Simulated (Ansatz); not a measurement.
## Frozen-phonon scan for SrTiO3 (cubic perovskite)

Relaxed SrTiO$_{3}$ (cubic perovskite):

```yaml
crystal:
  lattice:
    - [3.93649, 0.00000, 0.00000]
    - [0.00000, 3.93649, 0.00000]
    - [0.00000, 0.00000, 3.93649]
  atoms:
    - { symbol: Sr, position: [0.00000, 0.00000, 0.00000] }
    - { symbol: Ti, position: [0.50000, 0.50000, 0.50000] }
    - { symbol: O, position: [0.00000, 0.50000, 0.50000] }
    - { symbol: O, position: [0.50000, 0.50000, 0.00000] }
    - { symbol: O, position: [0.50000, 0.00000, 0.50000] }
```

A phonon eigenvector at Γ is frozen into this cell: atom i moves by Q times the vector below, so Q is the largest atomic displacement, in Å. The cell is held. It is one choice among 3 degenerate patterns.

```tsv
atom	x	y	z
Sr1	0.000	0.000	-0.820
Ti2	0.000	0.000	1.000
O3	0.000	0.000	0.576
O4	0.000	0.000	0.349
O5	0.000	0.000	0.576
```

These are PBE (plane waves to 420 eV, PAW, scalar-relativistic; Ansatz, a program for electronic structure) values and carry that method's errors. k mesh 8×8×8 (Γ-centred), Fermi-Dirac smearing 0.05 eV. The energy includes the smearing's −TS. SrTiO3 is run without spin polarisation. SrTiO3 was relaxed with its symmetry unable to fall. The PAW data are Ansatz's earlier set. The zero of ΔE is the undisplaced structure.

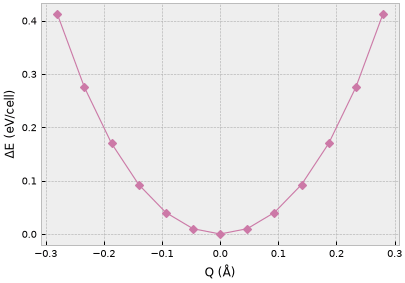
*ΔE (eV/cell) against Q (Å); markers are the computed points, lines only join them.*

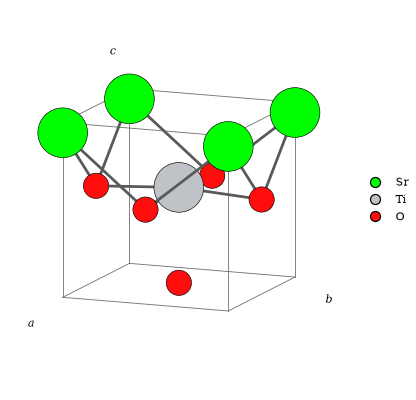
The cell of the calculation at Q = 0.280 Å.

The energy at Q = 0.280 Å is 412 meV/cell. Symmetry of the curve: even: the same for both signs. Shape of the curve: a single well with its minimum at or next to zero displacement. Wavenumber by perturbation theory (DFPT, on another k mesh): 144 cm⁻¹. Space group of the distorted cell: P4mm (No. 99), lowered from Pm-3m.

(For displaced atoms, the force is minus the slope of the energy, and its curvature is a force constant, which sets phonon frequencies.)
